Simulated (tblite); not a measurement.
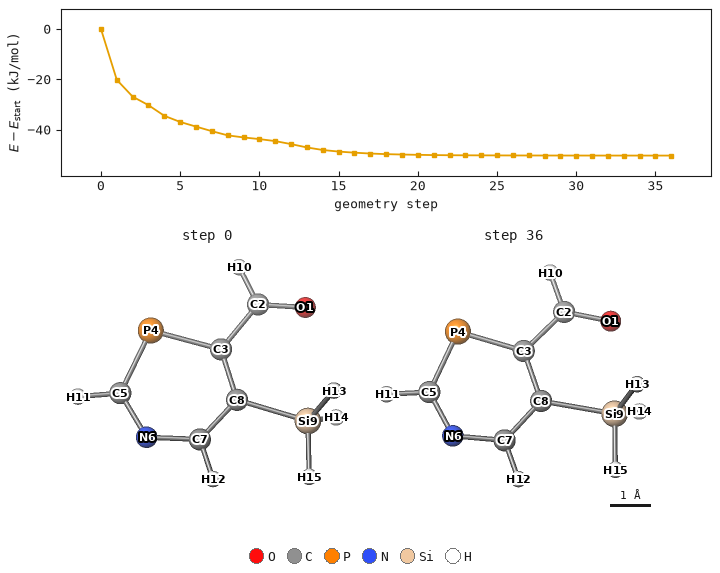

First and last geometry of a relaxation of C5H6NOPSi, with the history of the run. The picture is a ball-and-stick view, seen from a free direction.

Method: tblite, GFN2-xTB geometry optimisation, gas phase. 

Read the history and describe the run.

Answer. It converged. The largest move after the best rigid fit is that of O1, 0.36 Å. Largest moves by element: O 0.36 Å, C 0.19 Å, H 0.19 Å, Si 0.19 Å, P 0.04 Å, N 0.04 Å. Among the contacts that change: O1–Si9 3.000 → 2.451 Å, C3–P4 1.855 → 1.755 Å, P4–C5 1.819 → 1.751 Å, C2–C3 1.507 → 1.451 Å. Bond angles that change, for instance: C2–C3–C8 124.3° → 116.6°, C8–Si9–H15 108.9° → 101.4°, H13–Si9–H14 112.8° → 119.8°. Over 36 geometry steps the energy falls by 50.3 kJ/mol.
